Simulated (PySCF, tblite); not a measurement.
# C₄H₃F: dynamics, then NMR shifts and electronic excitations on frames, part 2 of 2

tblite 0.8.0 and PySCF 2.14.0. Atoms count from 0.

**9. NMR shieldings: 800 fs, PBE0/pcSseg-1**

Job settings and geometry (Å):

```
{"job": {"kind": "nmr", "xc": "PBE0", "basis": "pcSseg-1", "pop": false}, "charge": 0, "multiplicity": 1}
C      0.591500     0.375300     0.150200
C     -0.331600    -0.358400    -0.390500
C     -1.525300    -0.432000    -1.326200
C     -1.156400    -1.513700    -0.610200
F     -1.419100    -2.748600    -0.298200
H      1.174700     0.014400     1.033900
H      0.626700     1.440900    -0.100100
H     -2.049700     0.148200    -2.050700
```

Level: GIAO PBE0/pcSseg-1 NMR shielding, non-relativistic, gas phase.

The log of the run:

```text
coarse grid: 7296 points
cycle   1  E = -253.5217139659  dE =  9.093e-01  |g| = 5.170e-01  |ddm| = 2.726e+00
cycle   2  E = -253.4626354203  dE =  5.908e-02  |g| = 7.318e-01  |ddm| = 1.071e+00
cycle   3  E = -253.5803023590  dE = -1.177e-01  |g| = 8.047e-02  |ddm| = 6.867e-01
cycle   4  E = -253.5816597162  dE = -1.357e-03  |g| = 3.654e-02  |ddm| = 1.150e-01
cycle   5  E = -253.5819605003  dE = -3.008e-04  |g| = 1.147e-02  |ddm| = 3.771e-02
cycle   6  E = -253.5819880851  dE = -2.758e-05  |g| = 4.175e-03  |ddm| = 1.328e-02
cycle   7  E = -253.5819922351  dE = -4.150e-06  |g| = 1.331e-03  |ddm| = 4.691e-03
final grid: 72552 points
cycle   8  E = -253.6192689045  dE = -1.565e-05  |g| = 6.101e-03  |ddm| = 2.083e-02
cycle   9  E = -253.6192587090  dE =  1.020e-05  |g| = 9.546e-03  |ddm| = 1.281e-02
cycle  10  E = -253.6192771789  dE = -1.847e-05  |g| = 1.260e-03  |ddm| = 8.211e-03
cycle  11  E = -253.6192775311  dE = -3.522e-07  |g| = 2.850e-04  |ddm| = 1.381e-03
cycle  12  E = -253.6192775497  dE = -1.855e-08  |g| = 8.141e-05  |ddm| = 2.955e-04
cycle  13  E = -253.6192775511  dE = -1.445e-09  |g| = 2.020e-05  |ddm| = 7.458e-05
cycle  14  E = -253.6192775512  dE = -9.652e-11  |g| = 5.321e-06  |ddm| = 2.600e-05
converged SCF energy = -253.6192775512

GIAO shielding tensors (ppm)
atom      isotropic    diamagn.    paramagn.     s11        s22        s33       span
  0 C      119.474     255.971    -136.496     47.043    136.068    175.312    128.269
  1 C       56.833     253.722    -196.890    -60.800     56.883    174.414    235.213
  2 C       71.412     259.708    -188.296    -20.343     61.577    173.001    193.344
  3 C       26.278     253.639    -227.361    -64.460     64.492     78.802    143.262
  4 F      273.368     469.249    -195.880     84.467    262.800    472.838    388.371
  5 H       26.779      29.263      -2.484     24.052     25.582     30.703      6.651
  6 H       27.295      29.807      -2.512     24.391     26.533     30.960      6.569
  7 H       25.052      31.942      -6.890     23.846     24.756     26.555      2.709
```

It took 6.1 s on 1 thread of Intel Xeon Platinum 8375C at 2.90GHz, shared host; peak memory 0.47 GiB.

Key values: δ C3 160.6, C1 130.1, C2 115.5, C0 67.5, H7 6.66, H5 4.94 ppm.

**10. Ultraviolet spectrum: 800 fs, PBE0/def2-SVPD**

The job, as its differences from that of step 9:

```diff
@@ -1,2 +1,2 @@
-{"job": {"kind": "nmr", "xc": "PBE0", "basis": "pcSseg-1", "pop": false}, "charge": 0, "multiplicity": 1}
+{"job": {"kind": "uv", "xc": "PBE0", "basis": "def2-SVPD", "nstates": 5, "ntriplets": 0}, "charge": 0, "multiplicity": 1}
 C      0.591500     0.375300     0.150200
```

Method: TDDFT PBE0/def2-SVPD, vertical, gas phase, core orbitals frozen in the response.

The log of the run:

```text
coarse grid: 7296 points
cycle   1  E = -253.3769379346  dE =  8.700e-01  |g| = 4.931e-01  |ddm| = 4.586e+00
cycle   2  E = -253.3181890024  dE =  5.875e-02  |g| = 7.014e-01  |ddm| = 1.494e+00
cycle   3  E = -253.4332187641  dE = -1.150e-01  |g| = 7.509e-02  |ddm| = 9.073e-01
cycle   4  E = -253.4343826075  dE = -1.164e-03  |g| = 3.824e-02  |ddm| = 1.765e-01
cycle   5  E = -253.4347258195  dE = -3.432e-04  |g| = 1.149e-02  |ddm| = 6.308e-02
cycle   6  E = -253.4347539585  dE = -2.814e-05  |g| = 4.396e-03  |ddm| = 2.122e-02
cycle   7  E = -253.4347587951  dE = -4.837e-06  |g| = 1.146e-03  |ddm| = 6.641e-03
final grid: 72552 points
cycle   8  E = -253.4721745136  dE = -1.187e-05  |g| = 5.939e-03  |ddm| = 6.256e-02
cycle   9  E = -253.4721648384  dE =  9.675e-06  |g| = 9.187e-03  |ddm| = 1.844e-02
cycle  10  E = -253.4721824115  dE = -1.757e-05  |g| = 1.126e-03  |ddm| = 9.889e-03
cycle  11  E = -253.4721827103  dE = -2.988e-07  |g| = 2.551e-04  |ddm| = 1.732e-03
cycle  12  E = -253.4721827256  dE = -1.527e-08  |g| = 6.002e-05  |ddm| = 4.395e-04
cycle  13  E = -253.4721827264  dE = -8.553e-10  |g| = 1.836e-05  |ddm| = 1.087e-04
converged SCF energy = -253.4721827264

Static polarisability (au): isotropic 47.851, principal 31.343 47.119 65.090

Singlet excitations
state   eV       nm        f      main configurations
  1   4.7631    260.3   0.03582   H->L 0.97
  2   5.6829    218.2   0.00051   H->L+1 0.98
  3   6.6066    187.7   0.00022   H-1->L 0.83, H->L+2 0.11
  4   6.7112    184.7   0.00136   H->L+2 0.78, H-1->L 0.13
  5   6.8008    182.3   0.02945   H->L+4 0.75, H->L+3 0.10, H->L+2 0.09
```

Wall time 9 s (1 thread of Intel Xeon Platinum 8375C at 2.90GHz, shared host); peak memory 0.56 GiB.

Key values: HOMO -6.42 eV, LUMO -0.61 eV; lowest singlet 4.76 eV.

**11. NMR shieldings: 1000 fs, PBE0/pcSseg-1**

Job settings and geometry (Å):

```
{"job": {"kind": "nmr", "xc": "PBE0", "basis": "pcSseg-1", "pop": false}, "charge": 0, "multiplicity": 1}
C     -0.009600     0.475000     0.106000
C     -1.017000    -0.229900    -0.270300
C     -2.401200    -0.415800    -0.759300
C     -1.711900    -1.504600    -0.429600
F     -1.635100    -2.818500    -0.312100
H      0.836300     0.028100     0.457200
H     -0.027100     1.492000     0.042700
H     -3.243200    -0.005300    -1.291900
```

With the program's defaults for keys left out, this is: GIAO PBE0/pcSseg-1 NMR shielding, non-relativistic, gas phase.

The log of the run:

```text
coarse grid: 7296 points
cycle   1  E = -253.5070580154  dE =  1.015e+00  |g| = 5.536e-01  |ddm| = 2.781e+00
cycle   2  E = -253.4379320810  dE =  6.913e-02  |g| = 7.847e-01  |ddm| = 1.156e+00
cycle   3  E = -253.5754668673  dE = -1.375e-01  |g| = 8.953e-02  |ddm| = 7.389e-01
cycle   4  E = -253.5771866301  dE = -1.720e-03  |g| = 3.659e-02  |ddm| = 1.251e-01
cycle   5  E = -253.5774794766  dE = -2.928e-04  |g| = 1.315e-02  |ddm| = 4.065e-02
cycle   6  E = -253.5775178477  dE = -3.837e-05  |g| = 4.117e-03  |ddm| = 1.516e-02
cycle   7  E = -253.5775217162  dE = -3.868e-06  |g| = 1.328e-03  |ddm| = 4.706e-03
final grid: 72552 points
cycle   8  E = -253.6144033613  dE = -1.817e-05  |g| = 6.094e-03  |ddm| = 2.455e-02
cycle   9  E = -253.6143949333  dE =  8.428e-06  |g| = 9.150e-03  |ddm| = 1.291e-02
cycle  10  E = -253.6144116226  dE = -1.669e-05  |g| = 1.334e-03  |ddm| = 7.958e-03
cycle  11  E = -253.6144119889  dE = -3.663e-07  |g| = 2.664e-04  |ddm| = 1.419e-03
cycle  12  E = -253.6144120047  dE = -1.580e-08  |g| = 9.465e-05  |ddm| = 3.203e-04
cycle  13  E = -253.6144120067  dE = -1.977e-09  |g| = 1.925e-05  |ddm| = 8.210e-05
cycle  14  E = -253.6144120068  dE = -8.754e-11  |g| = 6.072e-06  |ddm| = 2.655e-05
converged SCF energy = -253.6144120068

GIAO shielding tensors (ppm)
atom      isotropic    diamagn.    paramagn.     s11        s22        s33       span
  0 C      129.296     256.620    -127.324     52.157    143.901    191.829    139.672
  1 C       59.705     251.928    -192.223    -58.363     59.967    177.511    235.874
  2 C       79.009     259.978    -180.969    -15.336     86.653    165.710    181.047
  3 C       12.243     253.857    -241.614    -86.574     46.283     77.020    163.594
  4 F      278.023     470.152    -192.129     77.466    253.928    502.675    425.209
  5 H       29.011      33.243      -4.232     26.497     27.823     32.713      6.216
  6 H       29.171      31.624      -2.453     26.741     27.493     33.280      6.539
  7 H       25.487      31.168      -5.681     23.405     24.604     28.453      5.048
```

Run time: 8 s. Hardware: 1 thread of Intel Xeon Platinum 8375C at 2.90GHz, shared host; peak memory 0.47 GiB.

Key values: δ C3 174.7, C1 127.2, C2 107.9, C0 57.6, H7 6.23, H5 2.71 ppm.

**12. TDDFT and polarisability: 1000 fs, PBE0/def2-SVPD**

The job, as its differences from that of step 11:

```diff
@@ -1,2 +1,2 @@
-{"job": {"kind": "nmr", "xc": "PBE0", "basis": "pcSseg-1", "pop": false}, "charge": 0, "multiplicity": 1}
+{"job": {"kind": "uv", "xc": "PBE0", "basis": "def2-SVPD", "nstates": 5, "ntriplets": 0}, "charge": 0, "multiplicity": 1}
 C     -0.009600     0.475000     0.106000
```

With the program's defaults for keys left out, this is: TDDFT PBE0/def2-SVPD, vertical, gas phase, core orbitals frozen in the response.

The log of the run:

```text
coarse grid: 7296 points
cycle   1  E = -253.3612293271  dE =  9.752e-01  |g| = 5.286e-01  |ddm| = 4.700e+00
cycle   2  E = -253.2923667293  dE =  6.886e-02  |g| = 7.540e-01  |ddm| = 1.621e+00
cycle   3  E = -253.4271989281  dE = -1.348e-01  |g| = 8.308e-02  |ddm| = 9.915e-01
cycle   4  E = -253.4286675053  dE = -1.469e-03  |g| = 3.872e-02  |ddm| = 1.831e-01
cycle   5  E = -253.4290134300  dE = -3.459e-04  |g| = 1.326e-02  |ddm| = 6.703e-02
cycle   6  E = -253.4290531094  dE = -3.968e-05  |g| = 4.309e-03  |ddm| = 2.246e-02
cycle   7  E = -253.4290575306  dE = -4.421e-06  |g| = 1.173e-03  |ddm| = 6.419e-03
final grid: 72552 points
cycle   8  E = -253.4659213347  dE = -1.460e-05  |g| = 5.837e-03  |ddm| = 5.062e-02
cycle   9  E = -253.4659134465  dE =  7.888e-06  |g| = 8.690e-03  |ddm| = 1.852e-02
cycle  10  E = -253.4659291272  dE = -1.568e-05  |g| = 1.202e-03  |ddm| = 9.609e-03
cycle  11  E = -253.4659294440  dE = -3.168e-07  |g| = 2.430e-04  |ddm| = 1.710e-03
cycle  12  E = -253.4659294578  dE = -1.383e-08  |g| = 6.972e-05  |ddm| = 4.324e-04
cycle  13  E = -253.4659294590  dE = -1.142e-09  |g| = 1.840e-05  |ddm| = 1.112e-04
cycle  14  E = -253.4659294590  dE = -7.924e-11  |g| = 5.711e-06  |ddm| = 3.377e-05
converged SCF energy = -253.4659294590

Static polarisability (au): isotropic 45.972, principal 30.739 45.150 62.025

Singlet excitations
state   eV       nm        f      main configurations
  1   4.9195    252.0   0.02751   H->L 0.97
  2   5.6414    219.8   0.00090   H->L+1 0.98
  3   6.7255    184.3   0.00078   H-1->L 0.85, H->L+2 0.10
  4   6.8193    181.8   0.00170   H->L+2 0.87, H-1->L 0.10
  5   6.9791    177.7   0.03758   H->L+4 0.90
```

It took 9.4 s on 1 thread of Intel Xeon Platinum 8375C at 2.90GHz, shared host; peak memory 0.56 GiB.

Key values: HOMO -6.49 eV, LUMO -0.47 eV; lowest singlet 4.92 eV.

**13. Run by run: NMR shifts**

Shifts (ppm) of some atoms, chosen among heavy atoms and hydrogens apart, with basis size and wall time:

```csv
frame,C3,C1,C2,C0,H7,H5,F4,functions,time
250 fs,166.5,122.7,104.3,63.0,4.95,4.23,-119.9,100,5.9 s
425 fs,161.4,133.1,110.5,70.0,6.15,4.58,-116.3,100,7.1 s
625 fs,169.2,127.4,102.7,64.0,4.50,3.66,-116.4,100,7.6 s
800 fs,160.6,130.1,115.5,67.5,6.66,4.94,-102.4,100,6.1 s
1000 fs,174.7,127.2,107.9,57.6,6.23,2.71,-107.1,100,8 s
```

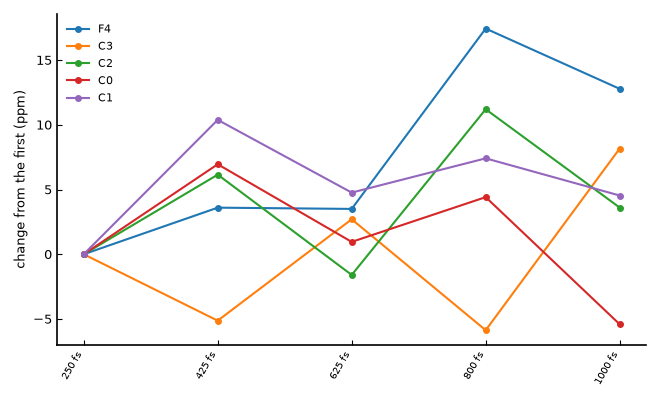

How five of the tabulated atoms move from run to run.

**14. Comparing the runs: electronic excitations**

Excitations and ground-state properties, with basis size and wall time:

```csv
frame,lowest singlet (eV),brightest (eV),f,gap (eV),α (Å³),μ (D),functions,time
250 fs,4.80,4.80,0.029,5.90,6.88,1.51,127,9.2 s
425 fs,4.50,6.63,0.095,5.68,7.11,1.68,127,8.9 s
625 fs,4.93,4.93,0.028,6.03,6.83,1.53,127,9.6 s
800 fs,4.76,4.76,0.036,5.80,7.09,1.49,127,9 s
1000 fs,4.92,6.98,0.038,6.02,6.81,1.44,127,9.4 s
```

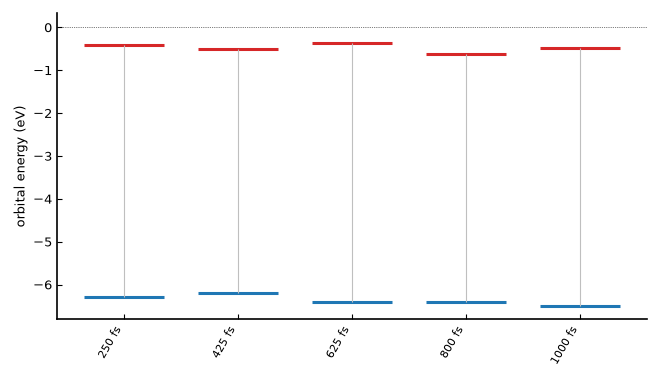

HOMO (blue) and LUMO (red) run by run.

**15. Summary of results**

The summary covers parts 1 to 2.

```
                                        quantity                          value
                                      thermostat                          300 K
                   mean temperature, second half                          291 K
         mean potential energy above the minimum                        0.27 eV
  ¹³C shifts against TMS (PBE0/pcSseg-1, 250 fs)  166.5, 122.7, 104.3, 63.0 ppm
   ¹H shifts against TMS (PBE0/pcSseg-1, 250 fs)           4.95, 4.31, 4.23 ppm
¹⁹F shifts against CFCl3 (PBE0/pcSseg-1, 250 fs)                     -119.9 ppm
         lowest singlet (PBE0/def2-SVPD, 250 fs)    4.80 eV (258 nm), f = 0.029
                        range of the shift of F4           -119.9 to -102.4 ppm
                     range of the lowest singlet                4.50 to 4.93 eV
```

**Reading.** In the second half the potential energy averages 0.27 eV above the minimum; equipartition over 18 harmonic modes at 300 K would give 0.23 eV. With 8 atoms the temperature swings widely (141 to 471 K). Shifts at one fixed geometry are not the observed spectrum, which averages over the motion. In the first frame run (250 fs): Shielding is most anisotropic at F4 (span 413 ppm, paramagnetic term -178 ppm). The first singlet state (HOMO→LUMO 0.97) lies at 4.80 eV and is weak. In ppm, F4 moves most: its shift spreads over 17.4 ppm, from -119.9 (250 fs) to -102.4 (800 fs). The lowest singlet runs from 4.50 eV (425 fs) to 4.93 eV (625 fs), while the orbital gap spans 5.68 to 6.03 eV. The lowest state need not be the same one in every run. The runs solved for a few states only, so the brightest column depends on that window.
